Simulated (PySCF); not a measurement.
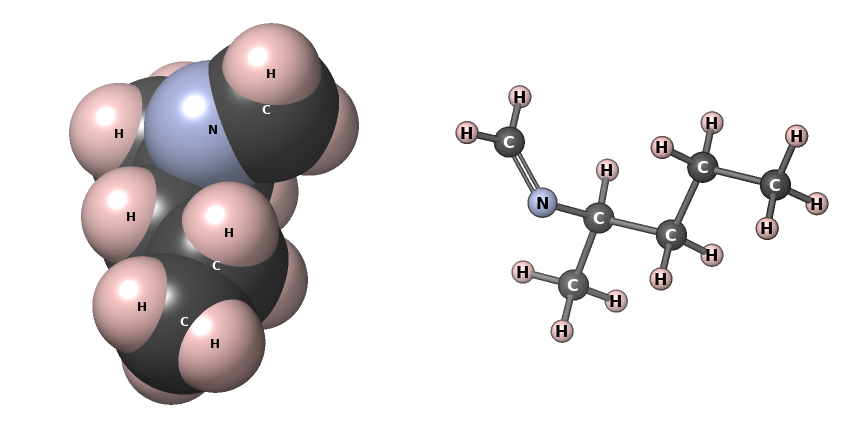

The same structure drawn twice, from different directions.

The geometry was computed by an optimisation with GFN2-xTB. No frequency run is at hand to confirm it as a minimum.

What does the picture show?

The molecule is C₆H₁₃N. SMILES: `C=N[C@H](C)CCC`. It has no ring. Among its groups: imine. This geometry has C1 symmetry. Coordination: 1 C trigonal planar; 1 N bent; 5 C tetrahedral.

The parts below concern this one geometry. Atoms keep their numbers from picture to picture.

### Electronic properties

No frequency run is at hand to confirm it as a minimum. Level of theory: PBE0/def2-SVPD, gas phase (PySCF 2.14.0). Excitations: vertical, linear response.

> What is the HOMO–LUMO gap?

6.96 eV.

> Estimate the HOMO energy (Kohn–Sham orbital).

−7.22 eV.

> Give the lowest vertical singlet excitation at this level.

4.93 eV.

> Estimate the brightest of the 6 lowest singlets.

7.33 eV.

### Quadrupole coupling

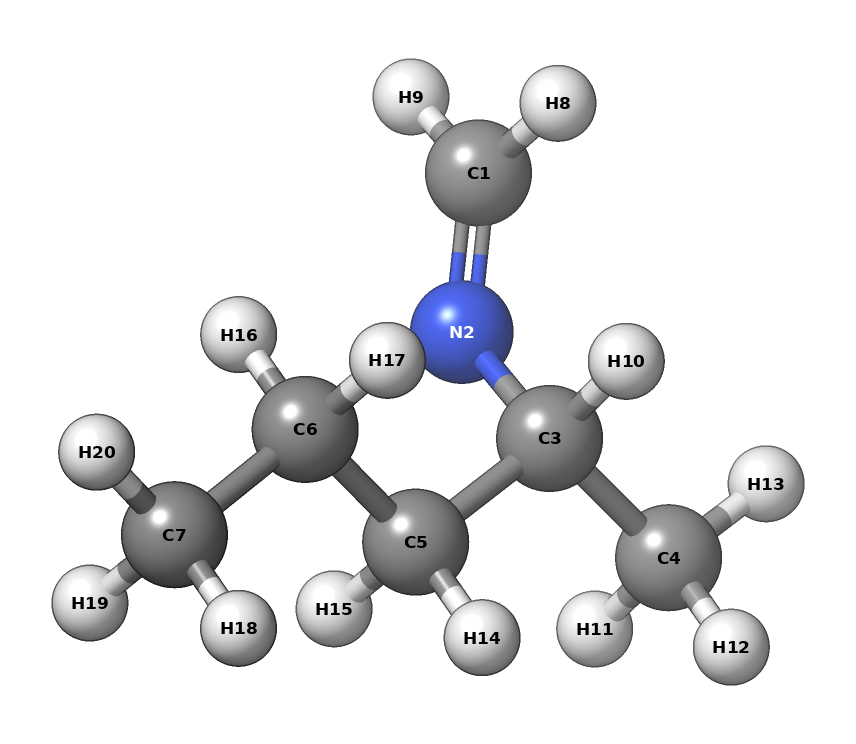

No frequency run is at hand to confirm it as a minimum. Electric field gradients from the ground-state density, PBE0/pcSseg-1 (PySCF 2.14.0), non-relativistic apart from any core potentials.

Give the largest field-gradient component, the quadrupole coupling constant and the asymmetry for 14N at N2 (Q = 20.44 mb), 2H at H8 (Q = 2.86 mb), 2H at H9 (Q = 2.86 mb).

```csv
atom,V_zz (a.u.),e²qQ/h (MHz),η
N2,−1.133,−5.44,0.52
H8,0.292,0.196,0.05
H9,0.324,0.218,0.03
```

### NMR shielding

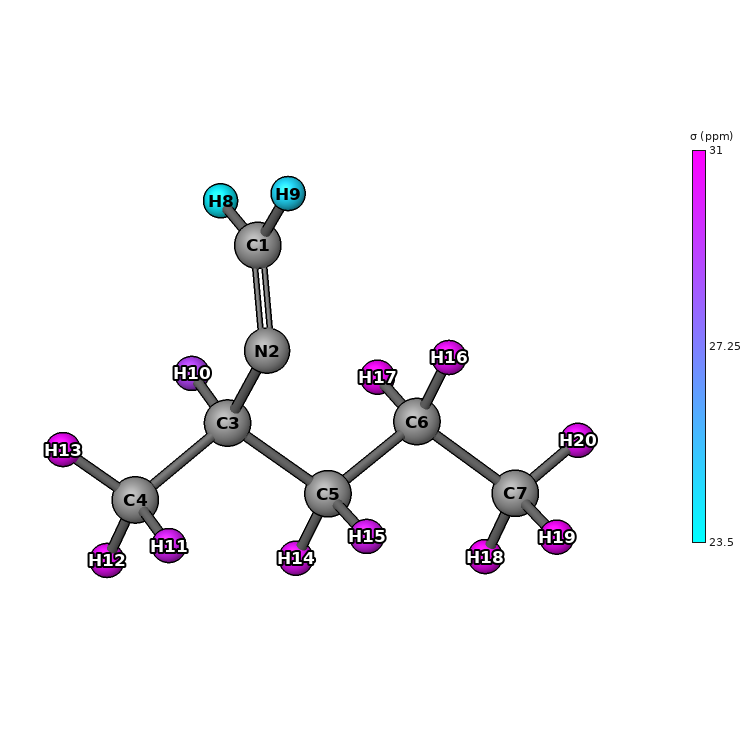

Atoms are coloured by their isotropic NMR shieldings (H only, the others grey). No frequency run is at hand to confirm it as a minimum. Method: GIAO PBE0/pcSseg-1 NMR shielding, non-relativistic, gas phase (PySCF 2.14.0).

> Which H atom is the most shielded (lowest chemical shift)?

H17, H19 (30.84 ppm).

> Which H atom is the least shielded (highest chemical shift)?

H8 (23.99 ppm).

> How wide is the range of H shifts?

6.85 ppm.

Give the isotropic NMR shieldings of the H atoms atom by atom.

```json
{"atom": "H8", "σ (ppm)": "23.99"}
{"atom": "H9", "σ (ppm)": "24.52"}
{"atom": "H10", "σ (ppm)": "28.95"}
{"atom": "H11", "σ (ppm)": "30.01"}
{"atom": "H12", "σ (ppm)": "30.55"}
{"atom": "H13", "σ (ppm)": "30.67"}
{"atom": "H14", "σ (ppm)": "30.44"}
{"atom": "H15", "σ (ppm)": "30.11"}
{"atom": "H16", "σ (ppm)": "30.53"}
{"atom": "H17", "σ (ppm)": "30.84"}
{"atom": "H18", "σ (ppm)": "30.81"}
{"atom": "H19", "σ (ppm)": "30.84"}
{"atom": "H20", "σ (ppm)": "30.51"}
```
